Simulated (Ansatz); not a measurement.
# CH8ClNOSi2: the cost of one run

All numbers below are computed with Ansatz 0.2.0 (RKS r2SCANh/STO-3G).

## (1) The system as given

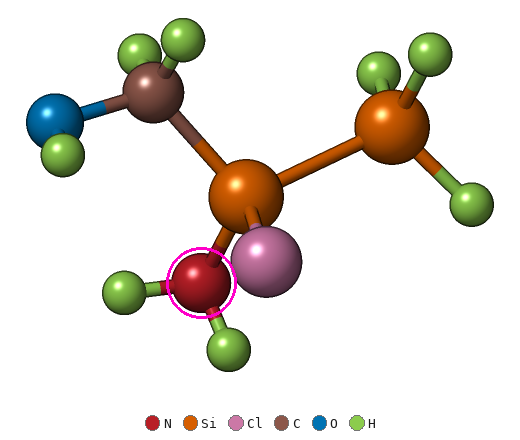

The starting structure, seen from a chosen angle (nitrogen red, silicon orange, chlorine pink, carbon brown, oxygen blue, hydrogen green). Ringed: N1.

As a file:

```xyz
14

N    -1.8897    0.1641    0.2249
Si   -0.2480    0.0018    0.3772
Si    0.4709   -2.1838    0.2080
Cl    0.2958    0.8188    2.2078
C     0.6723    1.0216   -0.9361
O     0.3347    2.4410   -0.9954
H    -2.0964    1.1866   -0.0188
H    -2.3430    0.0768    1.1112
H     1.9815   -2.2178    0.4665
H     0.2114   -2.7478   -1.1003
H    -0.1545   -3.0430    1.2730
H     1.7702    0.9714   -0.7360
H     0.4205    0.6342   -1.9246
H     0.5614    2.8468   -0.1286
```

## (2) End point A

The input, input.yaml:

```yaml
crystal:
  periodic: [false, false, false]
  atoms:
    - { symbol: "N", position_ang: [-1.8897, 0.1641, 0.2249] }
    - { symbol: Si, position_ang: [-0.248, 0.0018, 0.3772] }
    - { symbol: Si, position_ang: [0.4709, -2.1838, 0.208] }
    - { symbol: Cl, position_ang: [0.2958, 0.8188, 2.2078] }
    - { symbol: C, position_ang: [0.6723, 1.0216, -0.9361] }
    - { symbol: O, position_ang: [0.3347, 2.441, -0.9954] }
    - { symbol: H, position_ang: [-2.0964, 1.1866, -0.0188] }
    - { symbol: H, position_ang: [-2.343, 0.0768, 1.1112] }
    - { symbol: H, position_ang: [1.9815, -2.2178, 0.4665] }
    - { symbol: H, position_ang: [0.2114, -2.7478, -1.1003] }
    - { symbol: H, position_ang: [-0.1545, -3.043, 1.273] }
    - { symbol: H, position_ang: [1.7702, 0.9714, -0.736] }
    - { symbol: H, position_ang: [0.4205, 0.6342, -1.9246] }
    - { symbol: H, position_ang: [0.5614, 2.8468, -0.1286] }
basis:
  gaussian: { orbitals: STO-3G }
hamiltonian:
  xc: r2scanh
relax:
  f_tol: 0.015
  max_steps: 40
output:
  orbitals: {}
```

Launch:

```bash
ansatz run input.yaml --threads 1 --pin off --max-ram 2048MiB --backend cpu --events-out ev --progress --plain --runs-dir out
```

**Question.** How long does this run take on 1 thread of Intel Xeon at 2.50GHz (Skylake/Cascade Lake), shared host, and how much memory does it need?

About 3.3 min, with a peak of 0.22 GiB.
